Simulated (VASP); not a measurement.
Shape and ions are relaxed at each volume.

Energy against volume of TiO2 (rutile). These are vdW-DF2, VASP's PBE PAW potentials (set 64) (plane waves; VASP) values and carry that method's errors.

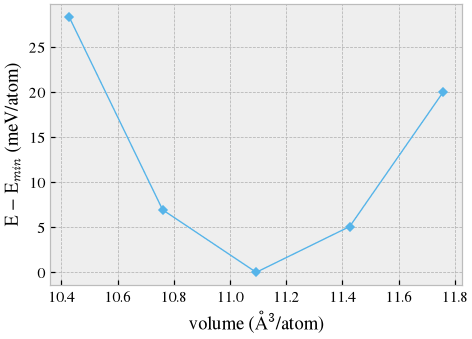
Figure: Energy against volume

Q: Estimate the equilibrium volume and the bulk modulus.

A: The minimum lies near 11.1 Å³/atom, and the curvature gives B0 of about 190 GPa.

The compound is TiO2 in the rutile structure. It was relaxed first, which changed the volume by +7 %.
